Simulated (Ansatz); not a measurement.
# ClH₂NZn + H₂: a complex and its separated parts

The complex below is one end of an elementary step. How strongly is it bound against its free parts?

The runs use Ansatz 0.2.0, Gaussian basis; PBE0-D4/def2-TZVP structures, single points in def2-TZVPP, no counterpoise correction.

Levels: SPW92, PBE-D4, BLYP-D4, r2SCAN-D4, B97M-V, PBE0-D4, B3LYP-D4, r2SCAN0-D4, BHLYP-D4, CAM-B3LYP-D4, wB97X-V, wB97M-V, B2PLYP, PBE-QIDH, RPA on PBE, Hartree-Fock, MP2, CCSD, CCSD(T).

Cores are frozen in the correlated methods. The 3s and 3p shells of Cu and Zn are frozen; filled d shells are correlated. B3LYP uses VWN-RPA correlation. B2PLYP carries no dispersion term here.

94 further runs of the same task are left out: 94 set aside as unsound or not needed. Runs told in other sessions of the task aren't counted.

## (1) Starting geometry

The complex: 7 atoms, charge 0, spin multiplicity 1.

Atoms are counted from 1 here; the program's logs count them from 0.

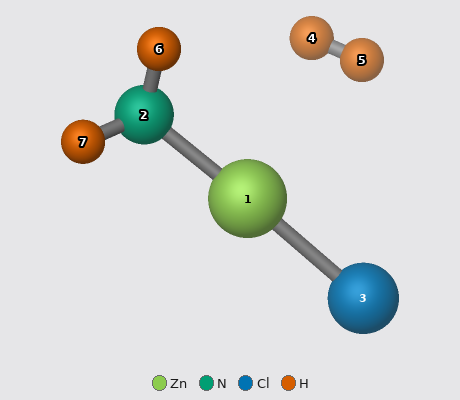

Start geometry, drawn with zinc green, nitrogen teal, chlorine blue, hydrogen orange; atoms are numbered from 1 in the order of the file.

Coordinates:

```mol
ClH4NZn
  3D, bonds by distance, orders not assigned

  7  5  0  0  0  0  0  0  0  0999 V2000
   -0.4746   -0.2708   -0.8330 Zn  0  0
    1.0281   -0.8839   -0.0173 N   0  0
   -2.2859    0.3388   -1.6947 Cl  0  0
   -0.4963    1.0852    1.5740 H   0  0
   -0.9966    1.5372    1.2483 H   0  0
    1.7110   -0.1757    0.2175 H   0  0
    1.5146   -1.6308   -0.4949 H   0  0
  1  2  8  0
  1  3  8  0
  2  6  8  0
  2  7  8  0
  4  5  8  0
M  END
```

Its parts: ClH₂NZn holds atoms 1, 2, 3, 6, 7; H₂ holds atoms 4, 5. Each part counts its atoms afresh in its own runs.

## (2) Relaxing ClH₂NZn alone

Input file relax-a/in.yaml:

```yaml
crystal:
  periodic: [false, false, false]
  atoms:
    - {symbol: Zn, position_ang: [-0.474636, -0.270836, -0.832975]}
    - {symbol: N, position_ang: [1.028080, -0.883949, -0.017252]}
    - {symbol: Cl, position_ang: [-2.285936, 0.338812, -1.694671]}
    - {symbol: H, position_ang: [1.711038, -0.175652, 0.217473]}
    - {symbol: H, position_ang: [1.514559, -1.630814, -0.494929]}
basis:
  gaussian: {orbitals: def2-TZVP}
hamiltonian: {xc: pbe0, dispersion: d4}
relax: {f_tol: 0.005, max_steps: 200}
```

The run is started by

```bash
$ ansatz run in.yaml --threads 4 --pin off --events-out ev --progress --plain --max-ram 9574MiB
```

Output (excerpt; [...] marks lines left out):

```text
Functional definition: PBE0
  name "PBE0"
  cite "Adamo & Barone, J. Chem. Phys. 110, 6158 (1999) doi:10.1063/1.478522"
  cite "Perdew, Burke & Ernzerhof, Phys. Rev. Lett. 77, 3865 (1996) doi:10.1103/PhysRevLett.77.3865"
  parent pbe
[...]
1052 factors; their error is unknown
[...]
mean field -62455.27317530 eV, -2295.1889554875 hartree, gradient 2.0e-5 eV, S^2 0.000000; 0 other end points of the search recorded, 0 dependent functions left out
[...]
reference -62455.27320579 eV, -2295.1889566082 hartree; 28, 28 occupied and 100, 100 virtual orbitals, 1052 factors
[...]
reference -62455.27447499 eV, -2295.1890032505 hartree; 28, 28 occupied and 100, 100 virtual orbitals, 1052 factors
Total energy: -62455.33671060 eV, -2295.1912903667 hartree
Atom 0 at    -0.470573    -0.285795    -0.852921 Å, force    -0.000842     0.001290    -0.002283 eV/Å
Atom 1 at     1.026475    -0.880514    -0.021028 Å, force    -0.000740    -0.001668    -0.001625 eV/Å
Atom 2 at    -2.285306     0.346986    -1.682038 Å, force    -0.000336    -0.000150     0.001187 eV/Å
Atom 3 at     1.705337    -0.171247     0.220563 Å, force     0.000808    -0.000001     0.000599 eV/Å
Atom 4 at     1.517173    -1.631869    -0.486930 Å, force     0.001110     0.000530     0.002122 eV/Å
Dipole moment:     0.482705    -0.063744     0.004518 e Å
```

Wall time 6 s (4 threads of Intel Xeon Platinum 8488C, shared host).

The steps of the relaxation: (the energy doesn't fall at every step)

```csv
step,energy from step 1 (eV),largest force component (eV/Å)
1,0.0000,0.0711
2,-0.0011,0.0313
3,0.0006,0.3247
4,-0.0013,0.0202
5,-0.0014,0.0023
```

Close pairs (by a distance rule), those that changed most:

| bond | before (Å) | after (Å) | change (Å) |
| --- | --- | --- | --- |
| Zn1–N2 | 1.816 | 1.813 | -0.003 |
| Zn1–Cl3 | 2.096 | 2.093 | -0.003 |
| N2–H4 | 1.012 | 1.011 | -0.000 |
| N2–H5 | 1.011 | 1.011 | -0.000 |

## (3) Relaxing H₂ alone

Input file relax-b/in.yaml:

```yaml
crystal:
  periodic: [false, false, false]
  atoms:
    - {symbol: H, position_ang: [-0.496269, 1.085156, 1.574024]}
    - {symbol: H, position_ang: [-0.996636, 1.537183, 1.248330]}
basis:
  gaussian: {orbitals: def2-TZVP}
hamiltonian: {xc: pbe0, dispersion: d4}
relax: {f_tol: 0.005, max_steps: 200}
```

The run is started by

```bash
$ ansatz run in.yaml --threads 4 --pin off --events-out ev --progress --plain --max-ram 9574MiB
```

Output (excerpt; [...] marks lines left out):

```text
[... 5 set-up lines as earlier in the session ...]
[...]
88 factors; their error is unknown
[...]
mean field -31.78851796 eV, -1.1682064880 hartree, gradient 1.7e-5 eV, S^2 0.000000; 0 other end points of the search recorded, 0 dependent functions left out
[...]
reference -31.78866854 eV, -1.1682120219 hartree; 1, 1 occupied and 11, 11 virtual orbitals, 88 factors
Total energy: -31.79027510 eV, -1.1682710618 hartree
Atom 0 at    -0.497162     1.085963     1.573443 Å, force    -0.001370     0.001238    -0.000892 eV/Å
Atom 1 at    -0.995743     1.536376     1.248911 Å, force     0.001370    -0.001238     0.000892 eV/Å
Dipole moment:    -0.000000     0.000000    -0.000000 e Å
```

Run time: 0.1 s. Hardware: 4 threads of Intel Xeon Platinum 8488C, shared host.

Step by step:

```csv
step,energy from step 1 (eV),largest force component (eV/Å)
1,0.0000,0.0653
2,-0.0001,0.0014
```

The bond:

```csv
bond,before (Å),after (Å),change (Å)
H1–H2,0.749,0.746,-0.003
```

## (4) SPW92/def2-TZVPP

Input file parta/in.yaml:

```yaml
crystal:
  periodic: [false, false, false]
  atoms:
    - {symbol: Zn, position_ang: [-0.470573, -0.285795, -0.852921]}
    - {symbol: N, position_ang: [1.026475, -0.880514, -0.021028]}
    - {symbol: Cl, position_ang: [-2.285306, 0.346986, -1.682038]}
    - {symbol: H, position_ang: [1.705337, -0.171247, 0.220563]}
    - {symbol: H, position_ang: [1.517173, -1.631869, -0.486930]}
basis:
  gaussian: {orbitals: def2-TZVPP}
hamiltonian: {xc: lda}
```

Input file partb/in.yaml:

```yaml
crystal:
  periodic: [false, false, false]
  atoms:
    - {symbol: H, position_ang: [-0.497162, 1.085963, 1.573443]}
    - {symbol: H, position_ang: [-0.995743, 1.536376, 1.248911]}
basis:
  gaussian: {orbitals: def2-TZVPP}
hamiltonian: {xc: lda}
```

One command serves all of them, each in its own folder.

The run is started by

```bash
$ ansatz run in.yaml --threads 4 --pin off --events-out ev --progress --plain --max-ram 9574MiB
```

Output in parta (excerpt; [...] marks lines left out):

```text
Functional definition: SPW92
  name "SPW92"
  cite "Dirac, Proc. Camb. Phil. Soc. 26, 376 (1930) doi:10.1017/S0305004100016108"
  cite "Slater, Phys. Rev. 81, 385 (1951) doi:10.1103/PhysRev.81.385"
  cite "Perdew & Wang, Phys. Rev. B 45, 13244 (1992) doi:10.1103/PhysRevB.45.13244"
[...]
1066 factors; their error is unknown
[...]
mean field -62336.40297627 eV, -2290.8205562462 hartree, gradient 6.0e-5 eV, S^2 0.000000; 0 other end points of the search recorded, 0 dependent functions left out
reference -62336.40301426 eV, -2290.8205576426 hartree; 28, 28 occupied and 137, 137 virtual orbitals, 1066 factors
Total energy: -62336.40301426 eV, -2290.8205576426 hartree
```

Log of partb (excerpt; [...] marks lines left out):

```text
[... 5 set-up lines as earlier in the session ...]
[...]
118 factors; their error is unknown
[...]
mean field -30.93530337 eV, -1.1368514303 hartree, gradient 4.4e-5 eV, S^2 0.000000; 0 other end points of the search recorded, 0 dependent functions left out
reference -30.93532405 eV, -1.1368521902 hartree; 1, 1 occupied and 27, 27 virtual orbitals, 118 factors
Total energy: -30.93532405 eV, -1.1368521902 hartree
```

Wall times: 0.45 s (parta), 0.05 s (partb) on 4 threads of Intel Xeon Platinum 8488C, shared host.

## (5) PBE-D4/def2-TZVPP

The same edit goes into each in.yaml of step 4 (parta, partb):

```diff
-hamiltonian: {xc: lda}
+hamiltonian: {xc: pbe, dispersion: d4}
```

Each run has its own folder and the same command.

The run is started by

```bash
$ ansatz run in.yaml --threads 4 --pin off --events-out ev --progress --plain --max-ram 9574MiB
```

Log of parta (excerpt; [...] marks lines left out):

```text
Functional definition: PBE
  name "PBE"
[... 2 set-up lines as earlier in the session ...]
[...]
1066 factors; their error is unknown
[...]
mean field -62453.77212051 eV, -2295.1337927417 hartree, gradient 5.4e-5 eV, S^2 0.000000; 0 other end points of the search recorded, 0 dependent functions left out
reference -62453.77216065 eV, -2295.1337942168 hartree; 28, 28 occupied and 137, 137 virtual orbitals, 1066 factors
Total energy: -62453.84553474 eV, -2295.1364906647 hartree
```

partb printed (excerpt; [...] marks lines left out):

```text
[... 4 set-up lines as earlier in the session ...]
[...]
118 factors; their error is unknown
[...]
mean field -31.73222373 eV, -1.1661377133 hartree, gradient 3.1e-5 eV, S^2 0.000000; 0 other end points of the search recorded, 0 dependent functions left out
reference -31.73224541 eV, -1.1661385099 hartree; 1, 1 occupied and 27, 27 virtual orbitals, 118 factors
Total energy: -31.73426464 eV, -1.1662127151 hartree
```

They took 0.65 s (parta), 0.1 s (partb) on 4 threads of Intel Xeon Platinum 8488C, shared host.

## (6) BLYP-D4/def2-TZVPP

Each input of step 5 (parta, partb) changes in the same lines:

```diff
-hamiltonian: {xc: pbe, dispersion: d4}
+hamiltonian: {xc: {name: BLYP}, dispersion: d4}
```

One command serves all of them, each in its own folder.

The run is started by

```bash
$ ansatz run in.yaml --threads 4 --pin off --events-out ev --progress --plain --max-ram 9574MiB
```

Log of parta (excerpt; [...] marks lines left out):

```text
Functional definition: BLYP
  name "BLYP"
  cite "Becke, Phys. Rev. A 38, 3098 (1988) doi:10.1103/PhysRevA.38.3098"
  cite "Lee, Yang & Parr, Phys. Rev. B 37, 785 (1988) doi:10.1103/PhysRevB.37.785"
[...]
1066 factors; their error is unknown
[...]
mean field -62469.75311539 eV, -2295.7210834709 hartree, gradient 5.8e-5 eV, S^2 0.000000; 0 other end points of the search recorded, 0 dependent functions left out
reference -62469.75341930 eV, -2295.7210946398 hartree; 28, 28 occupied and 137, 137 virtual orbitals, 1066 factors
Total energy: -62469.91262842 eV, -2295.7269454668 hartree
```

partb printed (excerpt; [...] marks lines left out):

```text
[... 4 set-up lines as earlier in the session ...]
[...]
118 factors; their error is unknown
[...]
mean field -31.82604679 eV, -1.1695856470 hartree, gradient 8.3e-5 eV, S^2 0.000000; 0 other end points of the search recorded, 0 dependent functions left out
reference -31.82623921 eV, -1.1695927185 hartree; 1, 1 occupied and 27, 27 virtual orbitals, 118 factors
Total energy: -31.83113712 eV, -1.1697727133 hartree
```

Times: 0.65 s (parta), 0.1 s (partb) on 4 threads of Intel Xeon Platinum 8488C, shared host.

## (7) r2SCAN-D4/def2-TZVPP

The same edit goes into each in.yaml of step 6 (parta, partb):

```diff
-hamiltonian: {xc: {name: BLYP}, dispersion: d4}
+hamiltonian: {xc: r2scan, dispersion: d4}
```

One command serves all of them, each in its own folder.

The run is started by

```bash
$ ansatz run in.yaml --threads 4 --pin off --events-out ev --progress --plain --max-ram 9574MiB
```

parta printed (excerpt; [...] marks lines left out):

```text
Functional definition: r2SCAN
  name "r2SCAN"
  cite "Furness, Kaplan, Ning, Perdew & Sun, J. Phys. Chem. Lett. 11, 8208 (2020) doi:10.1021/acs.jpclett.0c02405"
  cite "Furness, Kaplan, Ning, Perdew & Sun, J. Phys. Chem. Lett. 11, 9248 (2020) doi:10.1021/acs.jpclett.0c03077"
  parent r2scan
[...]
1066 factors; their error is unknown
[...]
mean field -62465.96182364 eV, -2295.5817560690 hartree, gradient 3.3e-5 eV, S^2 0.000000; 0 other end points of the search recorded, 0 dependent functions left out
reference -62465.96183622 eV, -2295.5817565316 hartree; 28, 28 occupied and 137, 137 virtual orbitals, 1066 factors
Total energy: -62465.97912793 eV, -2295.5823919902 hartree
```

Log of partb (excerpt; [...] marks lines left out):

```text
[... 5 set-up lines as earlier in the session ...]
[...]
118 factors; their error is unknown
[...]
mean field -31.87204844 eV, -1.1712761765 hartree, gradient 4.1e-5 eV, S^2 0.000000; 0 other end points of the search recorded, 0 dependent functions left out
reference -31.87205506 eV, -1.1712764197 hartree; 1, 1 occupied and 27, 27 virtual orbitals, 118 factors
Total energy: -31.87255644 eV, -1.1712948452 hartree
```

Times: 1.3 s (parta), 0.2 s (partb) on 4 threads of Intel Xeon Platinum 8488C, shared host.

## (8) B97M-V/def2-TZVPP

The same edit goes into each in.yaml of step 7 (parta, partb):

```diff
-hamiltonian: {xc: r2scan, dispersion: d4}
+hamiltonian: {xc: {name: B97M-V}}
```

The same command starts each run, in its folder.

The run is started by

```bash
$ ansatz run in.yaml --threads 4 --pin off --events-out ev --progress --plain --max-ram 9574MiB
```

Output in parta (excerpt; [...] marks lines left out):

```text
Functional definition: B97M-V
  name "B97M-V"
  cite "Mardirossian & Head-Gordon, J. Chem. Phys. 142, 074111 (2015) doi:10.1063/1.4907719"
  cite "Becke, J. Chem. Phys. 107, 8554 (1997) doi:10.1063/1.475007"
  cite "Vydrov & Van Voorhis, J. Chem. Phys. 133, 244103 (2010) doi:10.1063/1.3521275"
  # Of w^i u^j: cxij and so on, Table III.
[...]
  gx(w, u) = cx00 + cx01*u + cx02*u^2 + (cx10 + cx11*u)*w
[...]
  gos(w, u) = cos00 + cos01*u + cos03*u^3 + cos10*w + cos32*w^3*u^2
[...]
      + integral(e_c_pw_mod_opposite_spin*gos(b97_w_opposite, b97_u_opposite)) + vv10(b, c)
1066 factors; their error is unknown
[...]
mean field -62454.73286503 eV, -2295.1690994513 hartree, gradient 8.0e-5 eV, S^2 0.000000; 0 other end points of the search recorded, 0 dependent functions left out
reference -62454.73292361 eV, -2295.1691016043 hartree; 28, 28 occupied and 137, 137 virtual orbitals, 1066 factors
Total energy: -62454.73292361 eV, -2295.1691016043 hartree
```

Log of partb (excerpt; [...] marks lines left out):

```text
[... 5 set-up lines as earlier in the session ...]
  # Of w^i u^j: cxij and so on, Table III.
[...]
  gx(w, u) = cx00 + cx01*u + cx02*u^2 + (cx10 + cx11*u)*w
  gss(w, u) = css00 + css02*u^2 + css10*w + (css32*w^3 + css42*w^4)*u^2
  gos(w, u) = cos00 + cos01*u + cos03*u^3 + cos10*w + cos32*w^3*u^2
[...]
      + integral(e_c_pw_mod_opposite_spin*gos(b97_w_opposite, b97_u_opposite)) + vv10(b, c)
118 factors; their error is unknown
[...]
mean field -31.90528614 eV, -1.1724976396 hartree, gradient 8.2e-6 eV, S^2 0.000000; 0 other end points of the search recorded, 0 dependent functions left out
reference -31.90531583 eV, -1.1724987304 hartree; 1, 1 occupied and 27, 27 virtual orbitals, 118 factors
Total energy: -31.90531583 eV, -1.1724987304 hartree
```

They took 2.3 s (parta), 0.15 s (partb) on 4 threads of Intel Xeon Platinum 8488C, shared host.

## (9) PBE0-D4/def2-TZVPP

The same edit goes into each in.yaml of step 8 (parta, partb):

```diff
-hamiltonian: {xc: {name: B97M-V}}
+hamiltonian: {xc: pbe0, dispersion: d4}
+output: {orbitals: {seedname: orbitals}}
```

One command serves all of them, each in its own folder.

The run is started by

```bash
$ ansatz run in.yaml --threads 4 --pin off --events-out ev --progress --plain --max-ram 9574MiB
```

parta printed (excerpt; [...] marks lines left out):

```text
[... 5 set-up lines as earlier in the session ...]
[...]
1182 factors; their error is unknown
[...]
mean field -62455.34001184 eV, -2295.1914116852 hartree, gradient 7.8e-5 eV, S^2 0.000000; 0 other end points of the search recorded, 0 dependent functions left out
reference -62455.34004218 eV, -2295.1914128003 hartree; 28, 28 occupied and 137, 137 virtual orbitals, 1182 factors
Total energy: -62455.40227778 eV, -2295.1936999164 hartree
```

partb printed (excerpt; [...] marks lines left out):

```text
[... 5 set-up lines as earlier in the session ...]
[...]
118 factors; their error is unknown
[...]
mean field -31.79610723 eV, -1.1684853885 hartree, gradient 5.5e-5 eV, S^2 0.000000; 0 other end points of the search recorded, 0 dependent functions left out
reference -31.79612322 eV, -1.1684859761 hartree; 1, 1 occupied and 27, 27 virtual orbitals, 118 factors
Total energy: -31.79772978 eV, -1.1685450161 hartree
```

They took 1.1 s (parta), 0.1 s (partb) on 4 threads of Intel Xeon Platinum 8488C, shared host.

## (10) B3LYP-D4/def2-TZVPP

The same edit goes into each in.yaml of step 9 (parta, partb):

```diff
-hamiltonian: {xc: pbe0, dispersion: d4}
-output: {orbitals: {seedname: orbitals}}
+hamiltonian: {xc: {name: B3LYP}, dispersion: d4}
```

The same command starts each run, in its folder.

The run is started by

```bash
$ ansatz run in.yaml --threads 4 --pin off --events-out ev --progress --plain --max-ram 9574MiB
```

parta printed (excerpt; [...] marks lines left out):

```text
Functional definition: B3LYP
  name "B3LYP"
  cite "Stephens, Devlin, Chabalowski & Frisch, J. Phys. Chem. 98, 11623 (1994) doi:10.1021/j100096a001"
[... 2 set-up lines as earlier in the session ...]
  cite "Vosko, Wilk & Nusair, Can. J. Phys. 58, 1200 (1980) doi:10.1139/p80-159"
[...]
1150 factors; their error is unknown
[...]
mean field -62469.81954190 eV, -2295.7235246002 hartree, gradient 6.5e-5 eV, S^2 0.000000; 0 other end points of the search recorded, 0 dependent functions left out
reference -62469.81977127 eV, -2295.7235330295 hartree; 28, 28 occupied and 137, 137 virtual orbitals, 1150 factors
Total energy: -62469.93933577 eV, -2295.7279269440 hartree
```

Output in partb (excerpt; [...] marks lines left out):

```text
[... 6 set-up lines as earlier in the session ...]
[...]
118 factors; their error is unknown
[...]
mean field -32.10922638 eV, -1.1799923052 hartree, gradient 4.6e-5 eV, S^2 0.000000; 0 other end points of the search recorded, 0 dependent functions left out
reference -32.10936849 eV, -1.1799975274 hartree; 1, 1 occupied and 27, 27 virtual orbitals, 118 factors
Total energy: -32.11251958 eV, -1.1801133280 hartree
```

They took 0.95 s (parta), 0.1 s (partb) on 4 threads of Intel Xeon Platinum 8488C, shared host.

## (11) r2SCAN0-D4/def2-TZVPP

Each input of step 10 (parta, partb) changes in the same lines:

```diff
-hamiltonian: {xc: {name: B3LYP}, dispersion: d4}
+hamiltonian: {xc: {name: r2SCAN0}, dispersion: d4}
```

Each run has its own folder and the same command.

The run is started by

```bash
$ ansatz run in.yaml --threads 4 --pin off --events-out ev --progress --plain --max-ram 9574MiB
```

Log of parta (excerpt; [...] marks lines left out):

```text
Functional definition: r2SCAN0
  name "r2SCAN0"
  cite "Bursch, Neugebauer, Ehlert & Grimme, J. Chem. Phys. 156, 134105 (2022) doi:10.1063/5.0086040"
[... 3 set-up lines as earlier in the session ...]
[...]
1182 factors; their error is unknown
[...]
mean field -62464.60897174 eV, -2295.5320396787 hartree, gradient 5.5e-5 eV, S^2 0.000000; 0 other end points of the search recorded, 0 dependent functions left out
reference -62464.60898175 eV, -2295.5320400466 hartree; 28, 28 occupied and 137, 137 virtual orbitals, 1182 factors
Total energy: -62464.62990504 eV, -2295.5328089634 hartree
```

Output in partb (excerpt; [...] marks lines left out):

```text
[... 6 set-up lines as earlier in the session ...]
[...]
118 factors; their error is unknown
[...]
mean field -31.85186599 eV, -1.1705344851 hartree, gradient 1.4e-5 eV, S^2 0.000000; 0 other end points of the search recorded, 0 dependent functions left out
reference -31.85187111 eV, -1.1705346734 hartree; 1, 1 occupied and 27, 27 virtual orbitals, 118 factors
Total energy: -31.85241249 eV, -1.1705545686 hartree
```

Wall times: 1.6 s (parta), 0.2 s (partb) on 4 threads of Intel Xeon Platinum 8488C, shared host.

## (12) BHLYP-D4/def2-TZVPP

The same edit goes into each in.yaml of step 11 (parta, partb):

```diff
-hamiltonian: {xc: {name: r2SCAN0}, dispersion: d4}
+hamiltonian: {xc: {name: BHLYP}, dispersion: d4}
```

One command serves all of them, each in its own folder.

The run is started by

```bash
$ ansatz run in.yaml --threads 4 --pin off --events-out ev --progress --plain --max-ram 9574MiB
```

Output in parta (excerpt; [...] marks lines left out):

```text
Functional definition: BHLYP
  name "BHLYP"
  cite "Becke, J. Chem. Phys. 98, 1372 (1993) doi:10.1063/1.464304"
[... 2 set-up lines as earlier in the session ...]
[...]
1271 factors; their error is unknown
[...]
mean field -62465.93656204 eV, -2295.5808277224 hartree, gradient 3.8e-5 eV, S^2 0.000000; 0 other end points of the search recorded, 0 dependent functions left out
reference -62465.93671787 eV, -2295.5808334491 hartree; 28, 28 occupied and 137, 137 virtual orbitals, 1271 factors
Total energy: -62466.03700027 eV, -2295.5845187593 hartree
```

Output in partb (excerpt; [...] marks lines left out):

```text
[... 5 set-up lines as earlier in the session ...]
[...]
118 factors; their error is unknown
[...]
mean field -31.83805050 eV, -1.1700267754 hartree, gradient 5.6e-5 eV, S^2 0.000000; 0 other end points of the search recorded, 0 dependent functions left out
reference -31.83814607 eV, -1.1700302872 hartree; 1, 1 occupied and 27, 27 virtual orbitals, 118 factors
Total energy: -31.83988966 eV, -1.1700943632 hartree
```

Times: 0.95 s (parta), 0.1 s (partb) on 4 threads of Intel Xeon Platinum 8488C, shared host.

[end of part 1 of 2]
